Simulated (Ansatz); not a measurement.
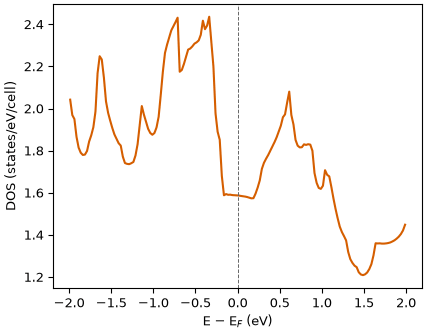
Figure. Density of states of NbPd (R-3m) near the Fermi level, Ansatz (a quantum-chemistry and plane-wave program) with PBEsol, rigid bands.

Q: With 2 atoms a cell, what bare Sommerfeld coefficient γ = (π²/3) k_B² N(E_F) follows?

A: N(E_F) ≈ 1.59 states/eV a cell at 300 K, so γ ≈ 1.87 mJ/(mol of atoms·K²), before many-body enhancement (phonons, spin fluctuations, correlation).

Q: How far does the Fermi level move in a rigid band for 0.1 electron a cell added or removed?

A: 63 meV and -63 meV.

A metal at this level (no band gap); rigid bands, thermally averaged at 300 K, both spins. Spin-orbit coupling is left out. Geometry: cell and atoms relaxed with PBEsol.

Computed structure with no diffraction record at hand here (it may be known, metastable or hypothetical): NbPd (R-3m).
